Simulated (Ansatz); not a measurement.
Consider Si$_{2}$F.

```cif
data_structure
_symmetry_space_group_name_H-M 'P 1'
_symmetry_Int_Tables_number 1
_cell_length_a 3.8479
_cell_length_b 15.8492
_cell_length_c 2.7444
_cell_angle_alpha 90.000
_cell_angle_beta 90.000
_cell_angle_gamma 90.000
_cell_volume 167.37
loop_
_atom_site_label
_atom_site_type_symbol
_atom_site_fract_x
_atom_site_fract_y
_atom_site_fract_z
_atom_site_occupancy
Si1 Si 0.00000 0.71878 0.25000 1
Si2 Si 0.50000 0.21878 0.25000 1
Si3 Si 0.00000 0.28122 0.75000 1
Si4 Si 0.50000 0.78122 0.75000 1
F1 F 0.00000 0.07728 0.25000 1
F2 F 0.50000 0.57728 0.25000 1
F3 F 0.00000 0.92272 0.75000 1
F4 F 0.50000 0.42272 0.75000 1
Si5 Si 0.00000 0.42422 0.25000 1
Si6 Si 0.50000 0.92422 0.25000 1
Si7 Si 0.00000 0.57578 0.75000 1
Si8 Si 0.50000 0.07578 0.75000 1
```

Space group Cmcm; built by placing these elements on a known structure type.

Level of theory: DFT, PAW plane waves, PBE in Ansatz.

Question: Predict the valence pseudo-density and electron localisation function between the atoms.

Answer: Si–F (2.36 Å): ρ is about 0.25 e/Å³ halfway; the ELF is about 0.20 at the midpoint (no shared electron pair shows on this line).
Bader's partition of the density gives Si +0.06 to +0.72 and F −0.78 e.

Question: How much charge does the calculation move between the atoms?

Answer: Electrons move from Si towards F. Bader charges: Si +0.06 to +0.72 and F −0.78 e.

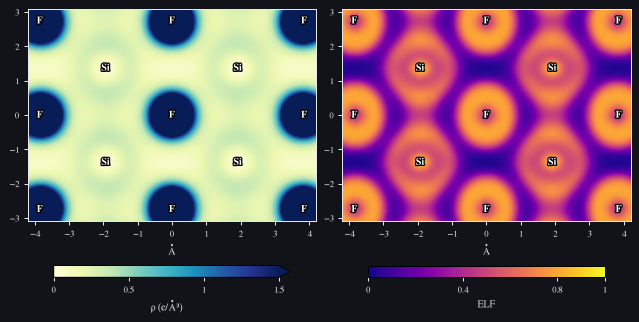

Computed valence pseudo-density and electron localisation function on the (010) plane of the conventional cell, in this order. 

The density is the valence pseudo-density of a PAW calculation; it isn't the true density close to the nuclei.
